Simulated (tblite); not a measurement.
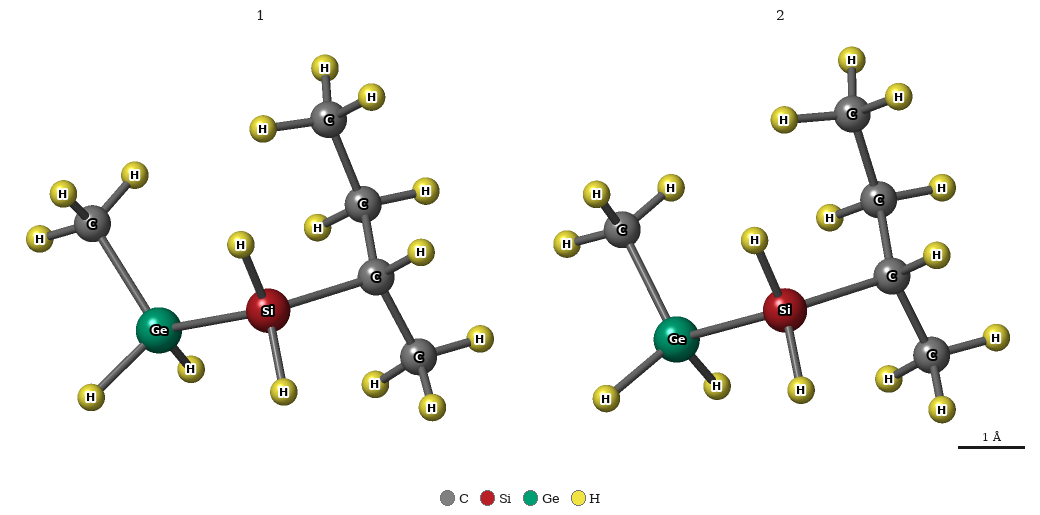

Two geometries of C5H16GeSi, drawn at one scale. One is the start of a relaxation, the other its converged end. A ball-and-stick model, seen face on.

Computed with GFN2-xTB geometry optimisation, gas phase (tblite 0.8.0). 

**Which one is relaxed?**

Structure 1 is the relaxed one. Over 104 geometry steps the energy falls by 24.7 kJ/mol. An H atom moves most after the best rigid fit: 0.32 Å. Largest moves by element: H 0.32 Å, C 0.18 Å, Ge 0.14 Å, Si 0.06 Å. Some distances before and after: C–H 1.126 → 1.088 Å, Ge–H 1.545 → 1.513 Å, C–Ge 1.949 → 1.976 Å, C–C 1.553 → 1.528 Å. Among the angles between lasting bonds that change: H–Ge–H 110.1° → 101.3°, Si–Ge–C 109.4° → 115.4°, Si–Ge–H 109.9° → 114.7°. The run took 1 s on 1 thread of Arm Neoverse V1 (shared host).
